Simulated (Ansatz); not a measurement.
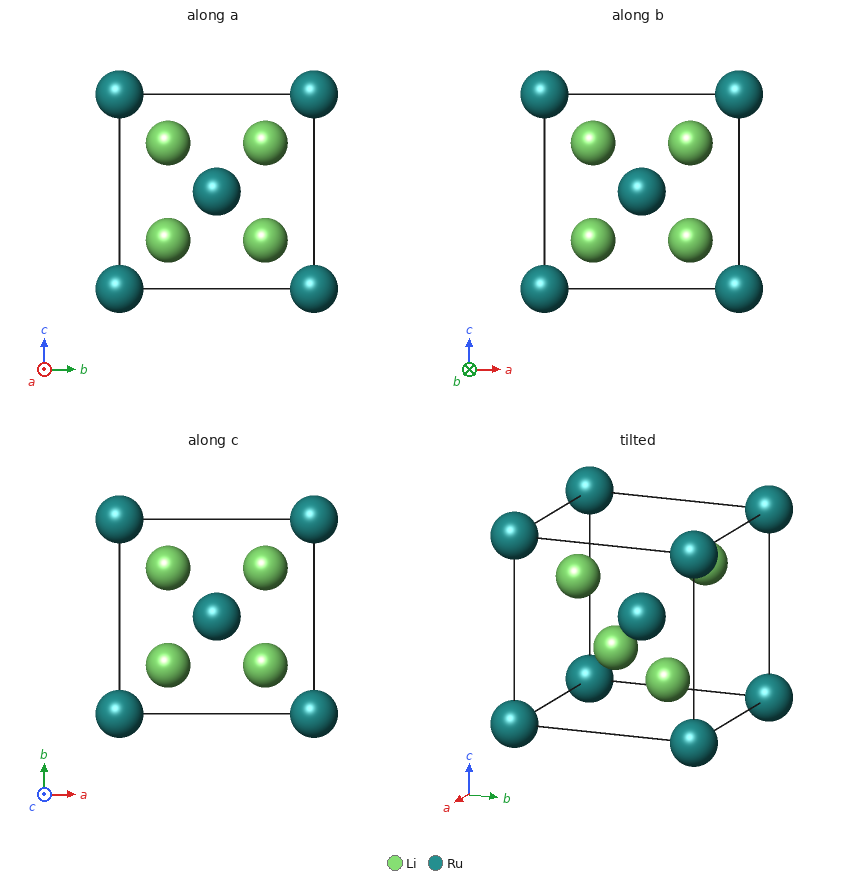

Spheres-only drawing of the structure, looking along the a axis, along the b axis, along the c axis and slightly off an axis. Lines trace the edges of the conventional unit cell.

Lattice parameters: a = 5.4253 Å, b = 5.4253 Å, c = 5.4253 Å, α = 90.000°, β = 90.000°, γ = 90.000°.

Q: Express the structure as a CIF in P1 with every atom of the cell.

A:
```cif
data_structure
_symmetry_space_group_name_H-M 'P 1'
_symmetry_Int_Tables_number 1
_cell_length_a 5.4253
_cell_length_b 5.4253
_cell_length_c 5.4253
_cell_angle_alpha 90.000
_cell_angle_beta 90.000
_cell_angle_gamma 90.000
_cell_volume 159.68
loop_
_atom_site_label
_atom_site_type_symbol
_atom_site_fract_x
_atom_site_fract_y
_atom_site_fract_z
_atom_site_occupancy
Li1 Li 0.2500 0.2500 0.2500 1
Li2 Li 0.2500 0.7500 0.7500 1
Li3 Li 0.7500 0.7500 0.2500 1
Li4 Li 0.7500 0.2500 0.7500 1
Ru1 Ru 0.0000 0.0000 0.0000 1
Ru2 Ru 0.5000 0.5000 0.5000 1
```

Source of the structure: a structure type filled with these elements by a generator (whether the compound takes this form wasn't checked). It is drawn as it came out of a relaxation with Ansatz 0.2.0, DFT PBE, scalar-relativistic, plane waves, PAW.
